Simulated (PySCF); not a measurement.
# CH₅BO: NMR shifts at several levels of theory, part 2 of 2

PySCF 2.14.0. Atoms count from 0. The steps go on from the part before.

### Step 10. Shielding tensors: PBE0/6-31G

Job settings and geometry (Å):

```
{"job": {"kind": "nmr", "xc": "PBE0", "basis": "6-31G", "pop": true}, "charge": 0, "multiplicity": 1}
B      1.360200     0.054611     0.050210
O      0.180326     0.526814     0.470175
C     -1.055675     0.015364     0.039022
H      1.404335    -0.867472    -0.740956
H      2.350019     0.587417     0.493950
H     -1.624624     0.813758    -0.461477
H     -0.925643    -0.828671    -0.658370
H     -1.633110    -0.322052     0.913095
```

With the program's defaults for keys left out, this is: GIAO PBE0/6-31G NMR shielding, non-relativistic, gas phase.

The program printed:

```text
coarse grid: 6360 points
cycle   1  E = -140.9577687041  dE =  1.642e-01  |g| = 4.853e-01  |ddm| = 2.333e+00
cycle   2  E = -140.8586006864  dE =  9.917e-02  |g| = 8.670e-01  |ddm| = 1.069e+00
cycle   3  E = -141.0056586287  dE = -1.471e-01  |g| = 3.196e-02  |ddm| = 6.995e-01
cycle   4  E = -141.0059550365  dE = -2.964e-04  |g| = 1.066e-02  |ddm| = 5.026e-02
cycle   5  E = -141.0059942044  dE = -3.917e-05  |g| = 1.567e-03  |ddm| = 1.367e-02
cycle   6  E = -141.0059947301  dE = -5.257e-07  |g| = 6.345e-04  |ddm| = 1.832e-03
final grid: 60488 points
cycle   7  E = -140.9835406971  dE = -9.587e-07  |g| = 7.015e-03  |ddm| = 1.120e-02
cycle   8  E = -140.9835280070  dE =  1.269e-05  |g| = 1.095e-02  |ddm| = 1.135e-02
cycle   9  E = -140.9835510102  dE = -2.300e-05  |g| = 9.449e-04  |ddm| = 7.355e-03
cycle  10  E = -140.9835512423  dE = -2.321e-07  |g| = 1.061e-04  |ddm| = 9.591e-04
cycle  11  E = -140.9835512454  dE = -3.165e-09  |g| = 1.912e-05  |ddm| = 1.162e-04
cycle  12  E = -140.9835512455  dE = -9.732e-11  |g| = 3.166e-06  |ddm| = 2.433e-05
converged SCF energy = -140.9835512455

GIAO shielding tensors (ppm)
atom      isotropic    diamagn.    paramagn.     s11        s22        s33       span
  0 B       71.812     196.481    -124.669     41.119     64.509    109.808     68.689
  1 O      131.835     395.007    -263.172   -107.584    136.662    366.427    474.011
  2 C      138.197     244.462    -106.265    101.848    118.498    194.245     92.398
  3 H       26.653      30.134      -3.482     25.149     26.993     27.816      2.667
  4 H       26.565      29.713      -3.148     26.278     26.478     26.940      0.661
  5 H       28.074      28.401      -0.327     24.671     26.565     32.985      8.315
  6 H       28.651      28.899      -0.248     26.373     27.304     32.277      5.904
  7 H       28.066      28.394      -0.329     24.669     26.578     32.951      8.283
```

Wall time 2.3 s (1 thread of Arm Neoverse V1, shared host); peak memory 0.42 GiB.

In short: δ C2 61.3, B0 41.4, O1 186.7, H3 6.00, H5 4.35 ppm (means over like atoms).

### Step 11. Shielding tensors: PBE0/STO-3G

The job, as its differences from that of step 10:

```diff
@@ -1,2 +1,2 @@
-{"job": {"kind": "nmr", "xc": "PBE0", "basis": "6-31G", "pop": true}, "charge": 0, "multiplicity": 1}
+{"job": {"kind": "nmr", "xc": "PBE0", "basis": "STO-3G", "pop": true}, "charge": 0, "multiplicity": 1}
 B      1.360200     0.054611     0.050210
```

Method: GIAO PBE0/STO-3G NMR shielding, non-relativistic, gas phase.

The program printed:

```text
coarse grid: 6360 points
cycle   1  E = -139.1955316221  dE =  1.596e-01  |g| = 4.006e-01  |ddm| = 3.209e+00
cycle   2  E = -139.1194829101  dE =  7.605e-02  |g| = 6.918e-01  |ddm| = 1.193e+00
cycle   3  E = -139.2484994073  dE = -1.290e-01  |g| = 2.860e-02  |ddm| = 7.187e-01
cycle   4  E = -139.2487148992  dE = -2.155e-04  |g| = 1.344e-02  |ddm| = 5.512e-02
cycle   5  E = -139.2487731488  dE = -5.825e-05  |g| = 9.867e-04  |ddm| = 1.758e-02
cycle   6  E = -139.2487734643  dE = -3.155e-07  |g| = 1.949e-04  |ddm| = 1.641e-03
final grid: 60488 points
cycle   7  E = -139.2336746619  dE =  1.108e-06  |g| = 6.581e-03  |ddm| = 1.493e-02
cycle   8  E = -139.2336650689  dE =  9.593e-06  |g| = 8.761e-03  |ddm| = 1.714e-02
cycle   9  E = -139.2336873353  dE = -2.227e-05  |g| = 4.778e-04  |ddm| = 9.986e-03
cycle  10  E = -139.2336874103  dE = -7.503e-08  |g| = 4.182e-05  |ddm| = 6.758e-04
cycle  11  E = -139.2336874109  dE = -5.941e-10  |g| = 7.082e-06  |ddm| = 6.381e-05
converged SCF energy = -139.2336874109

GIAO shielding tensors (ppm)
atom      isotropic    diamagn.    paramagn.     s11        s22        s33       span
  0 B       85.268     200.068    -114.800     60.606     66.886    128.312     67.706
  1 O      222.821     375.479    -152.658    -25.869    248.210    446.122    471.992
  2 C      177.725     247.051     -69.326    147.420    161.599    224.157     76.737
  3 H       28.245      32.277      -4.032     26.151     28.877     29.706      3.554
  4 H       27.588      30.646      -3.058     26.864     27.883     28.016      1.152
  5 H       29.441      29.558      -0.118     26.159     27.265     34.898      8.739
  6 H       29.788      31.211      -1.422     27.394     27.738     34.233      6.840
  7 H       29.434      29.504      -0.070     26.159     27.262     34.880      8.722
```

Run time: 1.2 s. Hardware: 1 thread of Arm Neoverse V1, shared host; peak memory 0.42 GiB.

Key values: δ C2 57.0, B0 43.5, O1 118.9, H3 4.69, H5 3.05 ppm (means over like atoms).

### Step 12. Side by side: NMR shifts

Shifts (ppm), means over like atoms, with basis size and wall time:

```
               run    C2    H3    H5    B0     O1  functions   time
     PBE0/pcSseg-2  65.6  5.13  4.01  48.0  203.2        178  8.8 s
 mPW1PW91/pcSseg-2  65.6  5.09  3.99  47.8  200.8        178  8.4 s
     WP04/pcSseg-2  66.0  4.45  3.82  46.3  177.9        178  8.7 s
    B97-2/pcSseg-2  65.1  5.01  3.99  45.8  193.9        178  8.2 s
BHandHLYP/pcSseg-2  63.3  4.88  3.94  48.1  182.0        178    8 s
CAM-B3LYP/pcSseg-2  65.6  5.06  4.07  49.3  201.7        178   11 s
  wB97X-D/pcSseg-2  65.3  5.02  3.98  46.7  190.1        178   10 s
  LC-wPBE/pcSseg-2  65.2  5.11  3.98  49.6  189.5        178   15 s
        PBE0/6-31G  61.3  6.00  4.35  41.4  186.7         37  2.3 s
       PBE0/STO-3G  57.0  4.69  3.05  43.5  118.9         20  1.2 s
```

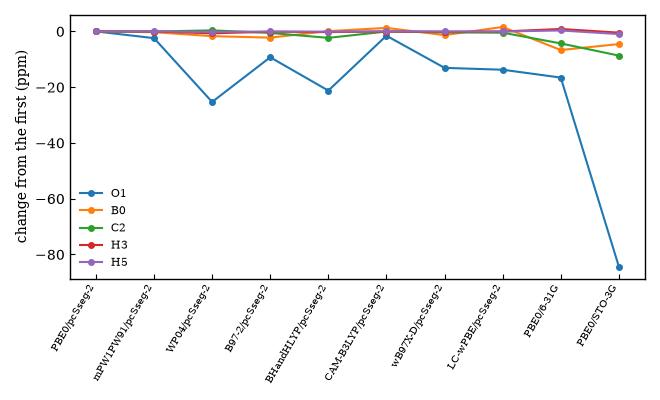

How the tabulated atoms move from run to run.

### Step 13. Outcome

The summary covers parts 1 to 2.

| quantity | value |
| --- | --- |
| 13C shifts against TMS (PBE0/pcSseg-2) | 65.6 ppm |
| 1H shifts against TMS (PBE0/pcSseg-2, means over atoms taken as alike) | 5.13, 4.01 ppm |
| 11B shifts against BF3·OEt2 (PBE0/pcSseg-2) | 48.0 ppm |
| 17O shifts against H2O (PBE0/pcSseg-2) | 203.2 ppm |
| range of the shift of O1 (minimal bases aside) | 177.9 to 203.2 ppm |
| property runs in this session | 10, of which 0 failed and 1 gave unsound results |

What this shows: Single values in the summary come from the first sound run of each kind (PBE0/pcSseg-2), which need not be the best level. At PBE0/pcSseg-2: The widest tensor belongs to O1: span 477 ppm, with a paramagnetic part of -265 ppm. Leaving out the minimal-basis runs, which are unusable for shieldings: Across the 9 runs the shift of O1 moves most, between 177.9 (WP04/pcSseg-2) and 203.2 ppm (PBE0/pcSseg-2). Part of that comes from the computed reference.
